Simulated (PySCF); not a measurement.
Si(Me)(OH)(SiH3)2, CH10OSi3, SMILES C[Si](O)([SiH3])[SiH3] at its GFN2-xTB optimised geometry (Å):

```
15

C      1.8620     1.0293    -1.6816
Si     1.2133     0.4053     0.0000
O      1.7530    -1.1521    -0.0287
Si    -1.1151     0.4053     0.0000
Si     2.2728     1.5483     1.7309
H      1.5951     2.0705    -1.8404
H      1.4494     0.4526    -2.5046
H      2.9438     0.9519    -1.7427
H      1.6013    -1.7691     0.6797
H     -1.6519     1.7691     0.0000
H     -1.6551    -0.2464     1.2031
H     -1.7530    -0.2866    -1.1263
H      1.8697     2.9569     1.7695
H      1.9207     0.9848     3.0432
H      3.7401     1.5415     1.6943
```

Calculation: B3LYP/def2-TZVP (PySCF 2.14.0).

Map of the deformation density (molecule minus spherical neutral atoms) (e/bohr³) on the plane z = 1.0 Å:

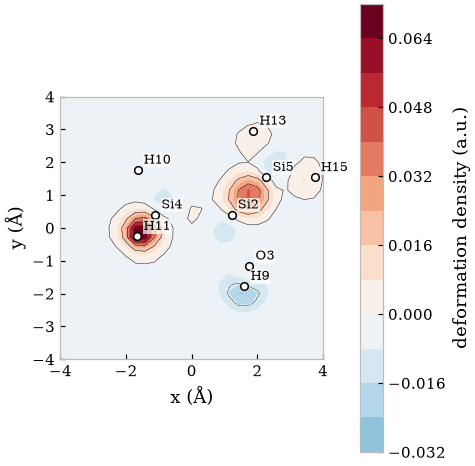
Figure. Deformation density (molecule minus spherical neutral atoms) (e/bohr³) on the plane z = 1.0 Å.
